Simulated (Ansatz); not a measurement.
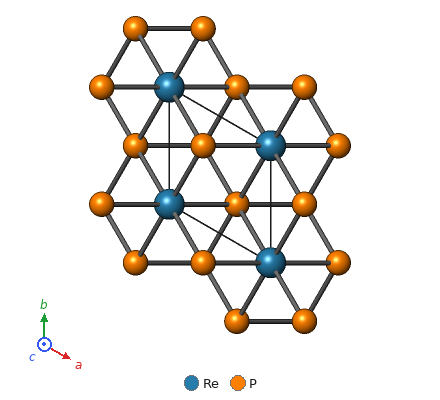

The structure, seen along [001]; the drawing may span several cells.

Structure (in its standard cell), the geometry relaxed with DFT PBEsol, scalar-relativistic, plane waves, PAW (Ansatz 0.2.0); the starting structure was generated, so it need not be a known form of this composition:

```xyz
3
Lattice="3.0484 0.0000 0.0000 -1.5242 2.6400 0.0000 0.0000 0.0000 5.0967" Properties=species:S:1:pos:R:3 pbc="T T T"
Re    0.0000    0.0000    0.0000
P     0.0000    1.7600    1.6741
P     1.5242    0.8800    3.4226
```

### What does the kinematic electron diffraction pattern along [001] look like at 200 kV (B = 1 Å²)?

The spots form a hexagonal net with both shortest vectors at d = 2.64 Å, 60.0° apart. They are 1 -1 0 and 1 0 0. The pattern has symmetry 6mm. No reflection of this zone is absent.

Strongest reflections with d > 0.81 Å, one of each family (|F|² from tabulated Gaussian fits of the electron scattering factors, times a small damping for the curvature of the Ewald sphere):

| hkl | d (Å) | I (strongest = 100) |
| --- | --- | --- |
| 2 -1 0 | 1.524 | 100 |
| 1 0 0 | 2.640 | 37 |
| 3 0 0 | 0.880 | 16 |
| 2 0 0 | 1.320 | 12 |
| 3 -1 0 | 0.998 | 6 |

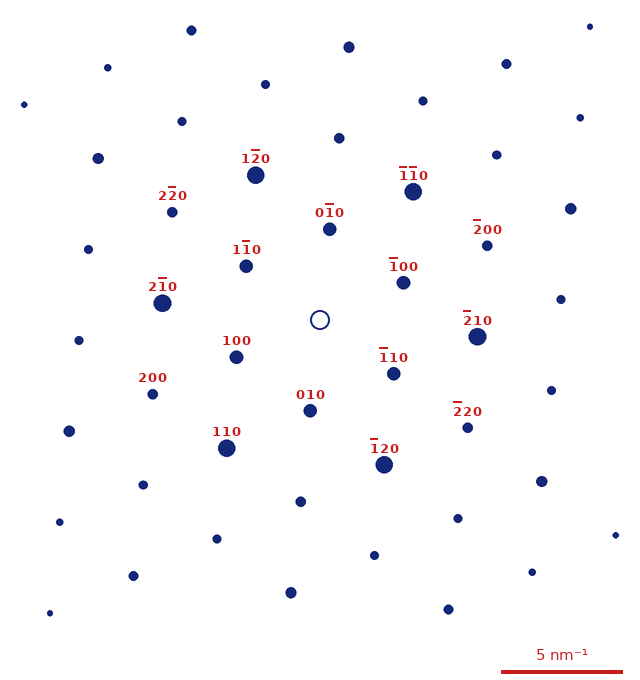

Calculated pattern, seen from the source side with [001] pointing towards the source.
